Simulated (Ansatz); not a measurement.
# Pressure series in hypothetical anti-perovskite Cs3AuS

Take Cs3AuS in the anti-perovskite structure (space group Pm-3m, No. 221; a = 6.677 Å; a hypothetical phase, not in the database extracts checked) as the base.

Cell and atoms are relaxed at each pressure.

All numbers come from Ansatz (a program for electronic structure), PBE, PAW, cutoff 420 eV, scalar-relativistic without spin-orbit coupling.

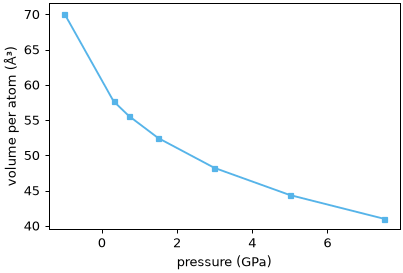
Figure. Volume against pressure

Problem. Estimate the zero-pressure bulk modulus from the plot.

Solution. About 8.8 GPa; a third-order Birch–Murnaghan fit to the points gives V₀ = 59.66 Å³/atom, B₀ = 8.8 GPa and B₀′ = 4.3.

Between the base and pressure 0.7 GPa the gap moves from 1.14 eV to 1.03 eV, a mean slope of -150 meV/GPa.

Spin-orbit coupling, missing from the scalar runs, can matter with Au. Load acts through the strain it causes; cell and atoms are relaxed under it. No phonon test of stability was made. Competing high-pressure phases were not computed. The zero or small gap of Cs3AuS under pressure 7.5 GPa can change with the level of theory.
